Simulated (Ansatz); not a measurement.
# C2H12AlNSi2: the cost of one run

Program: Ansatz 0.2.0. Level of theory: RKS B3LYP-D4/6-31G. These are calculated values, not measurements.

**1. The structure to begin with**

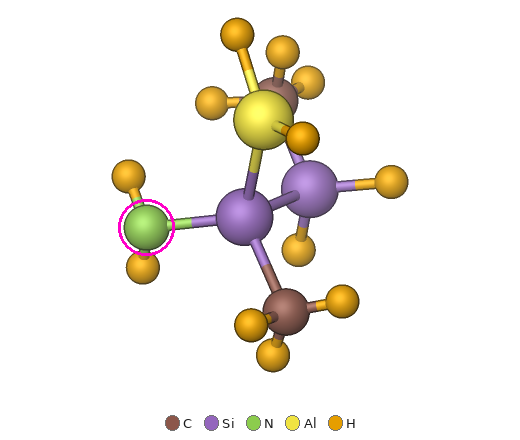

The starting structure, seen from a free direction (carbon brown, silicon purple, nitrogen green, aluminium yellow, hydrogen amber). Ringed: N5.

Coordinates:

```xyz
18

C    -0.7494    0.4310   -2.4008
Si    0.6366   -0.1700   -1.4134
Si    0.0280   -0.2428    0.7277
C     1.5712   -0.8705    1.7448
N    -1.3432   -1.3386    0.9301
Al   -0.5076    1.9429    1.4632
H    -1.0407    1.4948   -2.0562
H    -0.4744    0.5357   -3.4904
H    -1.6631   -0.1846   -2.2450
H     1.7950    0.7323   -1.5509
H     0.9841   -1.5179   -1.8499
H     1.2301   -0.9082    2.8363
H     2.3181   -0.1784    1.6037
H     1.7407   -1.8888    1.4209
H    -2.1101   -0.9721    0.3458
H    -1.0652   -2.2234    0.5684
H     0.3237    2.6392    2.6513
H    -1.7112    2.7306    0.7662
```

**2. Relaxing end A**

File input.yaml:

```yaml
crystal:
  periodic: [false, false, false]
  atoms:
    - { symbol: C, position_ang: [-0.7494, 0.431, -2.4008] }
    - { symbol: Si, position_ang: [0.6366, -0.17, -1.4134] }
    - { symbol: Si, position_ang: [0.028, -0.2428, 0.7277] }
    - { symbol: C, position_ang: [1.5712, -0.8705, 1.7448] }
    - { symbol: "N", position_ang: [-1.3432, -1.3386, 0.9301] }
    - { symbol: Al, position_ang: [-0.5076, 1.9429, 1.4632] }
    - { symbol: H, position_ang: [-1.0407, 1.4948, -2.0562] }
    - { symbol: H, position_ang: [-0.4744, 0.5357, -3.4904] }
    - { symbol: H, position_ang: [-1.6631, -0.1846, -2.245] }
    - { symbol: H, position_ang: [1.795, 0.7323, -1.5509] }
    - { symbol: H, position_ang: [0.9841, -1.5179, -1.8499] }
    - { symbol: H, position_ang: [1.2301, -0.9082, 2.8363] }
    - { symbol: H, position_ang: [2.3181, -0.1784, 1.6037] }
    - { symbol: H, position_ang: [1.7407, -1.8888, 1.4209] }
    - { symbol: H, position_ang: [-2.1101, -0.9721, 0.3458] }
    - { symbol: H, position_ang: [-1.0652, -2.2234, 0.5684] }
    - { symbol: H, position_ang: [0.3237, 2.6392, 2.6513] }
    - { symbol: H, position_ang: [-1.7112, 2.7306, 0.7662] }
basis:
  gaussian: { orbitals: "6-31G" }
hamiltonian:
  xc: b3lyp
  dispersion: d4
relax:
  f_tol: 0.015
  max_steps: 40
```

Launch:

```console
> ansatz run input.yaml --threads 1 --pin off --max-ram 2048MiB --backend cpu --events-out ev --progress --plain --runs-dir out
```

Q: Estimate wall time and peak memory on 1 thread of Arm Neoverse V2, shared host.

About 4 min, with a peak of 0.25 GiB.
